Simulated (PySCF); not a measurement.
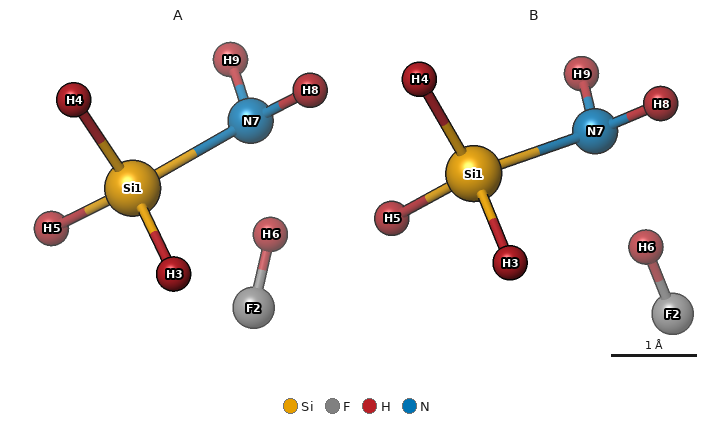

Two geometries of SiNH6F (started from a transition state, displaced along its imaginary mode), drawn at one scale. One is the start of a relaxation, the other its converged end. A ball-and-stick model, seen at a tilt.

The calculation used PySCF 2.14.0, RKS PBE0-D4/def2-TZVP, density fitting. 

Which geometry has the lower energy?

Structure B is the relaxed one. Over 18 geometry steps the energy falls by 0.637 eV. The atom that moves furthest after the best rigid fit is F2 (0.93 Å). By element the largest moves are F 0.93 Å, H 0.34 Å, Si 0.30 Å, N 0.19 Å. Near-neighbour distances that change, for instance: Si1–F2 2.445 → 3.569 Å, Si1–H6 2.156 → 2.776 Å, H6–N7 1.459 → 1.690 Å, F2–H6 0.890 → 0.955 Å. Among the angles between lasting bonds that change: H4–Si1–N7 106.4° → 113.3°, H3–Si1–H5 116.7° → 111.5°, H3–Si1–N7 109.8° → 107.0°. The run took 120 s on 4 threads of Arm Neoverse V2 (shared host).
